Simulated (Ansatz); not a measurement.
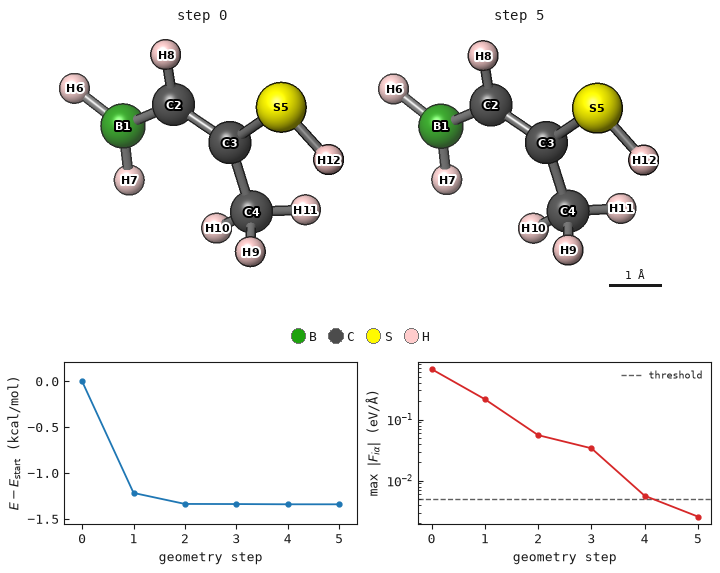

First and last geometry of a relaxation of C$_{3}$H$_{7}$BS, with the history of the run. A ball-and-stick model, seen at a tilt.

The start comes from PBE-D4/def2-SVP.

Method: RKS PBE0-D4/def2-TZVP in Ansatz 0.2.0. Settings: force threshold 0.005 eV/Å; at most 150 steps.

Q: Read the history and describe the run.

A: It converged. Over 5 geometry steps the energy falls by 1.34 kcal/mol. Largest force component: 0.67 eV/Å at the start, 0.0026 eV/Å at the end. The largest moves after the best rigid fit, 0.043 Å, are those of H6 and H12. Largest moves by element: H 0.043 Å, S 0.030 Å, B 0.020 Å, C 0.014 Å. Some distances before and after: C2–C3 1.379 → 1.357 Å, B1–H6 1.219 → 1.197 Å, S5–H12 1.363 → 1.342 Å, C3–S5 1.765 → 1.745 Å.
